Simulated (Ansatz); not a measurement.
System: H6Si2Sn (SMILES [SiH2]1[SiH2][SnH2]1).

```json
{"atom": "Si", "x (Å)": "-0.9720", "y (Å)": "0.3805", "z (Å)": "-0.9233"}
{"atom": "Si", "x (Å)": "1.2243", "y (Å)": "0.6742", "z (Å)": "-0.1593"}
{"atom": "Sn", "x (Å)": "-0.2204", "y (Å)": "-1.0542", "z (Å)": "1.0611"}
{"atom": "H", "x (Å)": "-1.1664", "y (Å)": "-0.2671", "z (Å)": "-2.2455"}
{"atom": "H", "x (Å)": "-1.9427", "y (Å)": "1.4801", "z (Å)": "-0.6904"}
{"atom": "H", "x (Å)": "1.5548", "y (Å)": "1.9509", "z (Å)": "0.5236"}
{"atom": "H", "x (Å)": "2.3293", "y (Å)": "0.2045", "z (Å)": "-1.0334"}
{"atom": "H", "x (Å)": "0.0848", "y (Å)": "-2.7093", "z (Å)": "0.8321"}
{"atom": "H", "x (Å)": "-0.8032", "y (Å)": "-0.7059", "z (Å)": "2.6180"}
```

Geometry: PBE0-D4/def2-TZVP; core potentials replace the inner electrons of Sn.

Computed with RKS PBE0-D4/def2-TZVPP (Ansatz).

Q: Predict the electron density and electron localisation function between the atoms.

A: Si–Si (2.34 Å): ρ is about 0.59 e/Å³ halfway; the ELF peaks at about 0.95 between the atoms, as expected for a covalent bond.
Si–Sn (2.56 Å): ρ is about 0.47 e/Å³ halfway; the ELF peaks at about 0.85 between the atoms: a covalent bond.

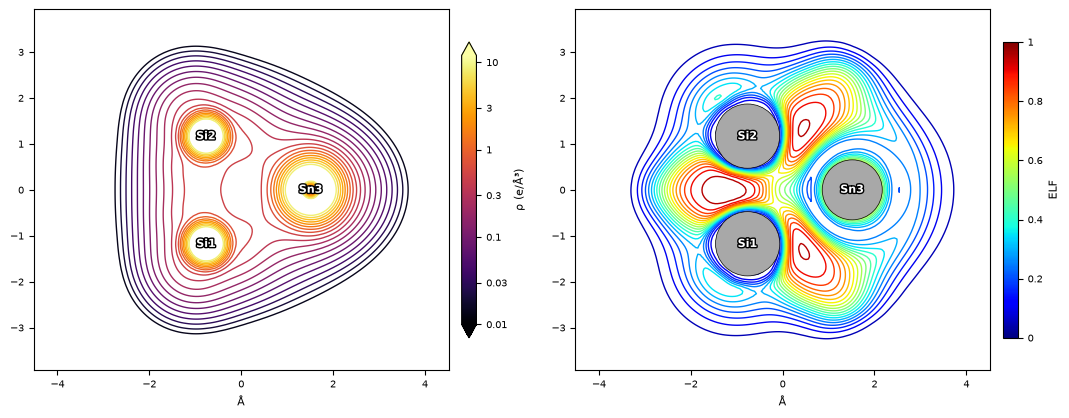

Computed electron density and electron localisation function on the plane of atoms Si1, Si2 and Sn3, in this order. Grey discs cover the atomic cores in the ELF map. 
